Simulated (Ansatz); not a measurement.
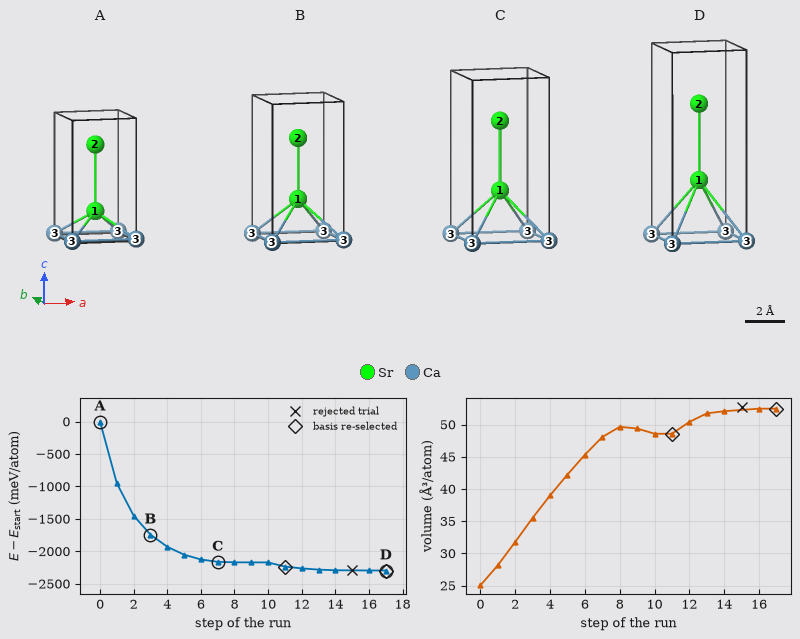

Frames of a relaxation of solid Sr$_{2}$Ca (a generated structure, set up in P4mm) (coarse preliminary run), marked on the history of the run. A ball-and-stick model of the cell of the calculation, seen slightly off an axis.

Computed with DFT PBE, scalar-relativistic, plane waves, PAW in Ansatz 0.2.0. Set-up: plane-wave cutoff 420 eV; k-point mesh 6 × 6 × 4; occupations gaussian; smearing width 0.1 eV; no spin polarisation; cell and atoms relaxed; force threshold 0.04 eV/Å; at most 70 steps.

Q: Describe the path.

A: The atom that moves furthest relative to the cell is Sr1 (0.79 Å along +c). Largest moves by element: Sr 0.79 Å, Ca 0.18 Å. The volume changes by +109.6 %, with a = b 3.423 → 3.978 Å (+16.2 %), c 6.410 → 9.947 Å (+55.2 %). Some distances before and after: Sr1–Sr2 2.937 → 5.963 Å, Sr1–Ca3 2.751 → 4.109 Å, Sr2–Ca3 2.918 → 4.089 Å, Sr1–Sr1 3.423 → 3.978 Å. Bonds break: Sr1–Sr2 (2.94 → 5.96 Å). The space group stays P4mm (No. 99). After 14 accepted moves (17 points after the start) the energy has fallen by 2295 meV per atom. The largest force component goes from 4.5 to 0.031 eV/Å. Pressure: 31.90 GPa at the start and 0.04 GPa at the end. The line search rejected the trial step at point 15 of the run. The SCF was repeated twice at an unchanged geometry on a basis and grid sized afresh for the cell, which shifted the energy by 63.6 meV per atom at most. Cost: 110 s on 1 thread of Arm Neoverse V1, with other jobs on the host, peak memory 0.39 GiB. From step 0 to 3: Sr1 moves most (0.41 Å), volume +41.9 %, energy −1742 meV per atom. From step 3 to 7: Sr1 moves most (0.08 Å), volume +35.4 %, energy −420 meV per atom. From step 7 to 17: Sr1 moves most (0.14 Å), volume +9.2 %, energy −134 meV per atom.

```
step  E − E(0), meV/atom  largest force component, eV/Å  pressure, GPa  volume, Å³/atom                      note
   0                0.00                         4.5139          31.90           25.032                          
   1             -951.80                         2.2896          21.13           28.147                          
   2            -1449.98                         0.9511          13.83           31.775                          
   3            -1741.78                         0.4889           9.38           35.511                          
   4            -1929.70                         0.2005           6.45           38.990                          
   5            -2051.05                         0.0309           4.14           42.237                          
   6            -2125.14                         0.0082           2.28           45.307                          
   7            -2161.55                         0.0043           0.78           48.065                          
   8            -2169.27                         0.0126          -0.17           49.648                          
   9            -2169.92                         0.0098          -0.13           49.391                          
  10            -2170.80                         0.0039          -0.01           48.575                          
  11            -2234.43                         0.0085           1.50           48.575  same geometry, new basis
  12            -2262.79                         0.0115           0.87           50.411                          
  13            -2281.63                         0.0134           0.39           51.739                          
  14            -2291.46                         0.1200           0.28           52.076                          
  15            -2286.71                         0.2775          -0.27           52.777                  rejected
  16            -2295.06                         0.0305           0.04           52.469                          
  17            -2295.21                         0.0306           0.04           52.469  same geometry, new basis
```
